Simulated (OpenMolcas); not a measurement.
# Gd²⁺ among point charges: CASSCF levels and susceptibility

How does a field of 4 point charges split the states of Gd²⁺, and what χT follows?

Method: state-averaged CASSCF, spin-orbit coupling by RASSI with atomic mean-field integrals. Code: OpenMolcas 26.06.

## (1) Starting point

- Species: Gd²⁺ (gadolinium, Z = 64, 62 electrons)
- Basis: ANO-RCC-VTZP [8s7p5d3f2g1h], 104 functions
- Scalar Hamiltonian: DKH2, point nucleus
- Inactive shells: 1s 2s 2p 3s 3p 3d 4s 4p 4d 5s 5p
- Active space: 8 electrons in 7 orbitals (4f)
- Some configurations of this space: 4f8
- Orbitals: optimised for the highest spin of each parity, averaged over all roots

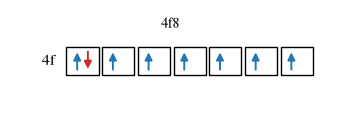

The shells outside the core, filled by Hund's rule for the drawing.

The ion sits among 4 point charges of -1 e arranged as a tetrahedron (Td), 2.96 Å from the ion.

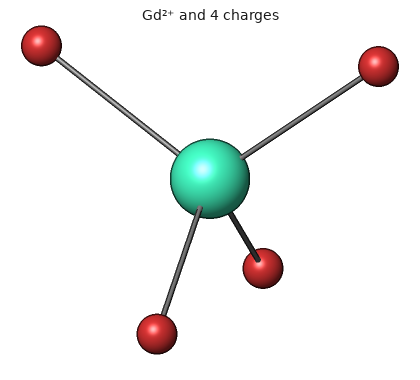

The ion and the point charges (red).

The work runs as a chain of OpenMolcas steps in one folder; each step below is one input file. Labels, J, g values, rates, χT and fits are worked out afterwards by a script from the matrices that RASSI stores.

## (2) One- and two-electron integrals

a.inp

```
&GATEWAY
Coord
1

Gd 0.0 0.0 0.0
Basis=ANO-RCC-VTZP
Group=NoSym
NoMove
AngMom=0.0 0.0 0.0
AMFI
XField
4 Angstrom 0
1.708957 1.708957 1.708957 -1.000000
1.708957 -1.708957 -1.708957 -1.000000
-1.708957 1.708957 -1.708957 -1.000000
-1.708957 -1.708957 1.708957 -1.000000
&SEWARD
```

Command:

```console
$ OMP_NUM_THREADS=1 MOLCAS_MEM=2252 MOLCAS_PROJECT=a pymolcas a.inp > a.log
```

Log:

```text
Basis set label: GD.ANO-RCC...8S7P5D3F2G1H.

      Electronic valence basis set:
      ------------------
      Associated Effective Charge  64.000000 au
      Associated Actual Charge     64.000000 au
      Nuclear Model: Point charge

      Shell  nPrim  nBasis  Cartesian Spherical Contaminant
         s      25       8        X
         p      22       7        X
         d      15       5                 X
         f      11       3                 X
         g       4       2                 X
         h       2       1                 X
                  Relativistic Douglas-Kroll-Hess integrals:
                    - DKH order of Hamiltonian: 2
                    - DKH order of Properties : 0
                  Atomic mean-field integrals
```

## (3) CASSCF: septets, 7 roots

a.inp

```
&RASSCF
FileOrb=start.orb
Symmetry=1
Spin=7
nActEl=8 0 0
Inactive=27
Ras2=7
CIRoot=7 7 1
SDav=7
CIMx=300
Iter=120 100
PrWF=0.3
OrbListing=Nothing
MaxOrb=0
>>> COPY $Project.JobIph JOB001
```

start.orb holds the contracted functions of the basis, ordered by shell, or the orbitals of the step before.

Log, shortened:

```text
[...]
      Number of active orbitals                  7
[...]
      Spin quantum number                      3.0
[...]
      Active orbitals                            7
[...]
      Number of CSFs                             7
      Number of root(s) required                 7
[...]
      Convergence after 14 iterations
[...]
      Natural orbitals and occupation numbers for root  1
      sym 1:   1.000000   1.000000   1.000000   1.000000   2.000000   1.000000   1.000000
      Natural orbitals and occupation numbers for root  2
      sym 1:   1.000000   1.000000   1.000000   1.000000   1.000000   1.000000   2.000000
      Natural orbitals and occupation numbers for root  3
      sym 1:   1.000000   1.000000   1.000000   2.000000   1.000000   1.000000   1.000000
::    RASSCF root number  1 Total energy: -11262.37528672
::    RASSCF root number  2 Total energy: -11262.37528672
::    RASSCF root number  3 Total energy: -11262.37528672
::    RASSCF root number  4 Total energy: -11262.37500830
::    RASSCF root number  5 Total energy: -11262.37500830
::    RASSCF root number  6 Total energy: -11262.37500830
::    RASSCF root number  7 Total energy: -11262.37466154
```

## (4) Reference wave functions, quintets, 140 roots

a.inp

```
&RASSCF
FileOrb=start.orb
Symmetry=1
Spin=5
nActEl=8 0 0
Inactive=27
Ras2=7
CIRoot=140 140 1
SDav=140
CIMx=300
Iter=120 100
PrWF=0.3
OrbListing=Nothing
MaxOrb=0
CIOnly
>>> COPY $Project.JobIph JOB002
```

Log, shortened:

```text
[...]
      Number of active orbitals                  7
[...]
      Spin quantum number                      2.0
[...]
      Active orbitals                            7
[...]
      Number of CSFs                           140
      Number of root(s) required               140
[...]
      Natural orbitals and occupation numbers for root  1
      sym 1:   1.224104   1.115949   1.086205   1.074339   1.223159   1.179024   1.097222
      Natural orbitals and occupation numbers for root  2
      sym 1:   1.074890   1.114730   1.223755   1.224162   1.178879   1.089440   1.094143
      Natural orbitals and occupation numbers for root  3
      sym 1:   1.178913   1.114734   1.089944   1.224109   1.074957   1.093546   1.223797
::    RASSCF root number  1 Total energy: -11262.27002083
::    RASSCF root number  2 Total energy: -11262.27002083
::    RASSCF root number  3 Total energy: -11262.27002083
[...]
::    RASSCF root number 27 Total energy: -11262.24917113
::    RASSCF root number 28 Total energy: -11262.24917113
::    RASSCF root number 29 Total energy: -11262.24908395
::    RASSCF root number 30 Total energy: -11262.24908395
```

CIOnly: the orbitals of an earlier block are kept, and only the CI is solved.

## (5) CASSCF: triplets, 162 roots

a.inp

```
&RASSCF
FileOrb=start.orb
Symmetry=1
Spin=3
nActEl=8 0 0
Inactive=27
Ras2=7
CIRoot=162 162 1
SDav=588
CIMx=300
Iter=120 100
PrWF=0.3
OrbListing=Nothing
MaxOrb=0
CIOnly
>>> COPY $Project.JobIph JOB003
```

Command:

```console
$ OMP_NUM_THREADS=1 MOLCAS_MEM=2252 MOLCAS_PROJECT=a pymolcas a.inp > a.log
```

Log, shortened:

```text
[...]
      Number of active orbitals                  7
[...]
      Spin quantum number                      1.0
[...]
      Active orbitals                            7
[...]
      Number of CSFs                           588
      Number of root(s) required               162
[...]
      Natural orbitals and occupation numbers for root  1
      sym 1:   1.143896   1.135485   1.147304   1.137372   1.149088   1.145071   1.141784
      Natural orbitals and occupation numbers for root  2
      sym 1:   1.146847   1.136214   1.136994   1.150143   1.144036   1.139500   1.146267
      Natural orbitals and occupation numbers for root  3
      sym 1:   1.141508   1.135540   1.149235   1.145208   1.137331   1.147241   1.143937
::    RASSCF root number  1 Total energy: -11262.18116378
::    RASSCF root number  2 Total energy: -11262.18116378
::    RASSCF root number  3 Total energy: -11262.18116378
[...]
::    RASSCF root number 27 Total energy: -11262.17159345
::    RASSCF root number 28 Total energy: -11262.17158471
::    RASSCF root number 29 Total energy: -11262.17158471
::    RASSCF root number 30 Total energy: -11262.17158471
```

CIOnly: the orbitals of an earlier block are kept, and only the CI is solved.

## (6) CASSCF: singlets, 162 roots

a.inp

```
&RASSCF
FileOrb=start.orb
Symmetry=1
Spin=1
nActEl=8 0 0
Inactive=27
Ras2=7
CIRoot=162 162 1
SDav=490
CIMx=300
Iter=120 100
PrWF=0.3
OrbListing=Nothing
MaxOrb=0
CIOnly
>>> COPY $Project.JobIph JOB004
```

Log, shortened:

```text
[...]
      Number of active orbitals                  7
[...]
      Spin quantum number                      0.0
[...]
      Active orbitals                            7
[...]
      Number of CSFs                           490
      Number of root(s) required               162
[...]
      Natural orbitals and occupation numbers for root  1
      sym 1:   1.143136   1.138584   1.143136   1.144002   1.144002   1.143136   1.144002
      Natural orbitals and occupation numbers for root  2
      sym 1:   1.031581   0.952533   1.031581   1.317575   1.317574   1.031581   1.317574
      Natural orbitals and occupation numbers for root  3
      sym 1:   1.909285   0.978660   1.023818   1.009765   1.043237   1.001009   1.034227
::    RASSCF root number  1 Total energy: -11262.14099177
::    RASSCF root number  2 Total energy: -11262.13677873
::    RASSCF root number  3 Total energy: -11262.13677659
[...]
::    RASSCF root number 27 Total energy: -11262.13102437
::    RASSCF root number 28 Total energy: -11262.13102437
::    RASSCF root number 29 Total energy: -11262.13102437
::    RASSCF root number 30 Total energy: -11262.13101115
```

CIOnly: the orbitals of an earlier block are kept, and only the CI is solved.

## (7) RASSI: spin-orbit coupling between the states

a.inp

```
&RASSI
NrOfJobIphs=3 7 77 45
1 2 3 4 5 6 7
1 2 3 4 5 6 7 8 9 10 11 12 13 14 15 16 17 18 19 20 21 22 23 24 25 26 27
28 29 30 31 32 33 34 35 36 37 38 39 40 41 42 43 44 45 46 47 48 49 50 51
52 53 54 55 56 57 58 59 60 61 62 63 64 65 66 67 68 69 70 71 72 73 74 75
76 77
1 2 3 4 5 6 7 8 9 10 11 12 13 14 15 16 17 18 19 20 21 22 23 24 25 26 27
28 29 30 31 32 33 34 35 36 37 38 39 40 41 42 43 44 45
IphNames
JOB001
JOB002
JOB003
EJob
SpinOrbit
DIPRint=1.0
SOCoupling=1000.0
Subsets=2
Property=9
'ANGMOM' 1 'ANGMOM' 2 'ANGMOM' 3 'MLTPL  1' 1 'MLTPL  1' 2 'MLTPL  1' 3
'AMFI' 1 'AMFI' 2 'AMFI' 3
SOProperty=3
'ANGMOM' 1 'ANGMOM' 2 'ANGMOM' 3
```

Log, shortened:

```text
SPIN-FREE ENERGIES:
  (Shifted by EMIN (a.u.) =     -11262.3752867153)
 SF State       Relative EMIN(au)   Rel lowest level(eV)    D:o, cm**(-1)      L_eff
     1             0.0000000000        0.0000000000              0.0000         3.0
     2             0.0000000000        0.0000000000              0.0000         3.0
     3             0.0000000000        0.0000000000              0.0000         3.0
     4             0.0002784106        0.0075759392             61.1041         3.0
     5             0.0002784106        0.0075759392             61.1041         3.0
     6             0.0002784106        0.0075759392             61.1041         3.0
     7             0.0006251777        0.0170119524            137.2106         3.0
     8             0.1052658874        2.8644307202          23103.1918         2.0
     9             0.1052658874        2.8644307202          23103.1918         2.0
    10             0.1052658874        2.8644307202          23103.1918         2.0
[...]
Eigenvalues of complex Hamiltonian:
   -----------------------------------
  (Shifted by EMIN (a.u.) =     -11262.3752867153)
 SO State       Relative EMIN(au)   Rel lowest level(eV)    D:o, cm**(-1)     J-value
     1            -0.0133493701        0.0000000000              0.0000         4.7
     2            -0.0133493701        0.0000000000              0.0000         4.9
     3            -0.0133372186        0.0003306596              2.6669         5.6
     4            -0.0133372186        0.0003306596              2.6669         2.3
     5            -0.0133372186        0.0003306596              2.6669         5.7
     6            -0.0132991968        0.0013652867             11.0118         4.8
     7            -0.0131710270        0.0048529636             39.1418         4.5
     8            -0.0131710270        0.0048529636             39.1418         5.5
     9            -0.0131710270        0.0048529636             39.1418         4.4
    10            -0.0131344898        0.0058471918             47.1608         4.7
    11            -0.0131344898        0.0058471918             47.1608         4.9
[...]
```

Time for these steps: 86 s (1 thread, shared host).

States without spin-orbit coupling:

| state | degeneracy | E (cm-1) | free-ion L (%) |
| --- | --- | --- | --- |
| 7T1 | 3 | 0 | F (100) |
| 7T2 | 3 | 61 | F (100) |
| 7A2 | 1 | 137 | F (100) |
| 5T2 | 3 | 23103 | D (100) |
| 5E | 2 | 23106 | D (100) |
| 5T2 | 3 | 26445 | L (100) |
| 5E | 2 | 26450 | L (100) |
| 5T1 | 3 | 26465 | L (100) |
| 5T2 | 3 | 26483 | L (100) |
| 5E | 2 | 26531 | L (100) |
| 5T1 | 3 | 26533 | L (100) |
| 5A1 | 1 | 26536 | L (100) |
| 5A1 | 1 | 27660 | G (100) |
| 5T1 | 3 | 27671 | G (100) |
| 5E | 2 | 27679 | G (100) |
| 5T2 | 3 | 27698 | G (100) |
| 5T1 | 3 | 31992 | H (100) |
| 5T2 | 3 | 32010 | H (100) |
| 5E | 2 | 32063 | H (100) |
| 5T1 | 3 | 32072 | H (100) |

With spin-orbit coupling:

| E (cm-1) | Degeneracy | Label | 2S+1 | J | abs mJ (%) |
| --- | --- | --- | --- | --- | --- |
| 0.0 | 2 | E | 7 | 6.00 | 0 (44) |
| 2.7 | 3 | T2 | 7 | 6.00 | 1 (54) |
| 11.0 | 1 | A2 | 7 | 6.00 | 2 (69) |
| 39.1 | 3 | T2 | 7 | 6.00 | 5 (40) |
| 47.2 | 3 | T1 | 7 | 6.00 | 4 (33) |
| 54.3 | 1 | A1 | 7 | 6.00 | 4 (87) |
| 1617 | 3 | T1 | 7 | 5.00 | 3 (57) |
| 1621 | 2 | E | 7 | 5.00 | 2 (50) |
| 1648 | 3 | T2 | 7 | 5.00 | 2 (33) |
| 1657 | 3 | T1 | 7 | 5.00 | 5 (35) |
| 2745 | 3 | T2 | 7 | 4.00 | 3 (58) |
| 2780 | 2 | E | 7 | 4.00 | 2 (50) |
| 2790 | 3 | T1 | 7 | 4.00 | 1 (58) |
| 2806 | 1 | A1 | 7 | 4.00 | 0 (58) |
| 3654 | 1 | A2 | 7 | 3.00 | 2 (100) |
| 3665 | 3 | T2 | 7 | 3.00 | 1 (42) |
| 3676 | 3 | T1 | 7 | 3.00 | 3 (42) |
| 4314 | 2 | E | 7 | 2.00 | 2 (50) |
| 4356 | 3 | T2 | 7 | 2.00 | 1 (67) |
| 4791 | 3 | T1 | 7 | 1.00 | 1 (67) |
| 5020 | 1 | A1 | 7 | 0.01 | 0 (100) |
| 21825 | 3 | T2 | 5 | 4.00 | 3 (58) |
| 21831 | 2 | E | 5 | 4.00 | 2 (50) |
| 21833 | 3 | T1 | 5 | 4.00 | 1 (58) |

The table of states holds 20 of 44 computed; the rest, higher up, is left out.

Powder χT (cm³ K/mol): 8.20 at 2 K, 9.97 at 5 K, 10.61 at 10 K, 11.16 at 20 K, 11.63 at 50 K, 11.75 at 100 K, 11.78 at 150 K, 11.79 at 200 K, 11.80 at 250 K, 11.81 at 300 K.

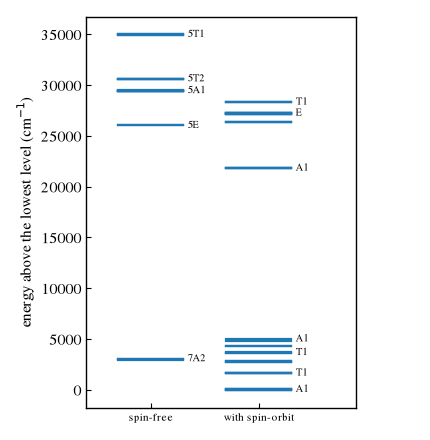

The states in the field without (left) and with (right) spin-orbit coupling.

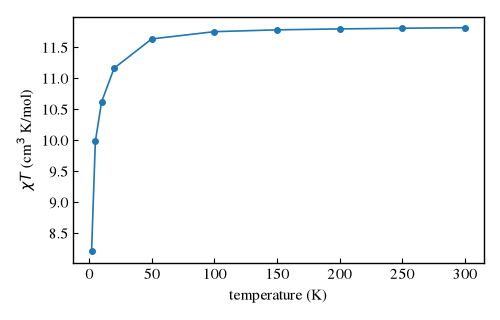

χT against temperature.

Stevens parameters of the J = 6 multiplet, 54 cm⁻¹ wide (cm⁻¹): B40 = -3.737e-03, B44 = -1.869e-02, B60 = 3.552e-07, B64 = -7.521e-06.

Orbitals of the lowest block (energies include the constant potential of the surroundings):

| shell | space | energy (hartree) | mean occupation | ⟨r²⟩ (bohr²) |
| --- | --- | --- | --- | --- |
| 1s | inactive | -1852.8138 | 2.000 | 0.000621 |
| 2s | inactive | -310.0603 | 2.000 | 0.0102 |
| 2p | inactive | -276.2959 | 6.000 | 0.00822 |
| 3s | inactive | -70.1734 | 2.000 | 0.0677 |
| 3p | inactive | -59.4290 | 6.000 | 0.0679 |
| 3d | inactive | -44.9407 | 10.000 | 0.0573 |
| 4s | inactive | -14.5667 | 2.000 | 0.347 |
| 4p | inactive | -10.9222 | 6.000 | 0.391 |
| 4d | inactive | -5.7043 | 10.000 | 0.478 |
| 4f | RAS2 |  | 8.000 | 0.997 |
| 5s | inactive | -1.8406 | 2.000 | 2.15 |
| 5p | inactive | -0.8818 | 6.000 | 2.94 |

## (8) What came out

| quantity | value |
| --- | --- |
| method | CASSCF |
| spin-free ground state | 7T1, 3-fold in its orbital part |
| first state of the same spin within the active space | 7T2 at 61.1 cm⁻¹ |
| lowest level | 2-fold E, g = 0.00, 0.00, 0.00 |
| next level | 2.7 cm⁻¹ |
| χT at 300 K | 11.81 cm³ K/mol |
| effective moment at 300 K | 9.72 μB |

What this shows: The spin-free ground state (7T1) comes to 100 % from free-ion F terms and keeps the highest spin of the shell. The quintets, triplets, singlets rest on orbitals optimised for another spin in at least one step, which raises them against the optimised states. Not all states of the active space went into the spin-orbit step. The free ion's ground configuration, as NIST lists it, lies outside this active space, so the lowest level here need not be the ground level. High states of lower spin are left out of the spin-orbit mixing, and CASSCF puts spin-flip levels too high. Point charges carry no covalency, so the field is a model and not that of real ligands.
